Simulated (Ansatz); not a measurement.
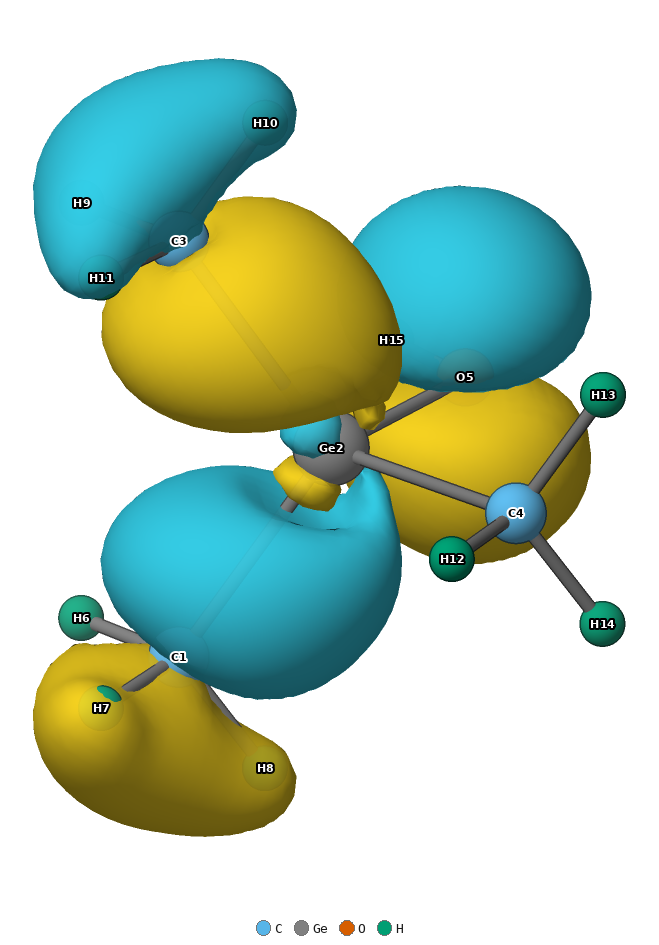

Figure 1: C$_{3}$H$_{10}$GeO (SMILES [CH3][Ge]([CH3])([CH3])[OH]). The HOMO at ±0.1 Å⁻³ᐟ² (yellow and cyan are the two phases), seen at a tilt.

Geometry: PBE0-D4/def2-TZVP.

Method: RKS PBE0-D4/def2-TZVPP in Ansatz.

```xyz
15

C    -1.8537    0.2267    0.0751
Ge    0.0820    0.1641   -0.1767
C     1.0118    0.3518    1.5305
C     0.6494   -1.4125   -1.1584
O     0.5701    1.5153   -1.2541
H    -2.1488    1.1483    0.5808
H    -2.1898   -0.6170    0.6819
H    -2.3594    0.1837   -0.8907
H     0.7142    1.2737    2.0342
H     2.0906    0.3773    1.3694
H     0.7779   -0.4870    2.1898
H     0.4106   -2.3218   -0.6036
H     1.7265   -1.3789   -1.3282
H     0.1470   -1.4509   -2.1260
H     0.3497    2.3765   -0.8948
```

Question: What is the character of this orbital?

Answer: Its weight (Hirshfeld) is mainly on O5 (about 40 %), C1 (about 15 %), C3 (about 15 %) and Ge2 (about 15 %). Its energy is −7.71 eV.
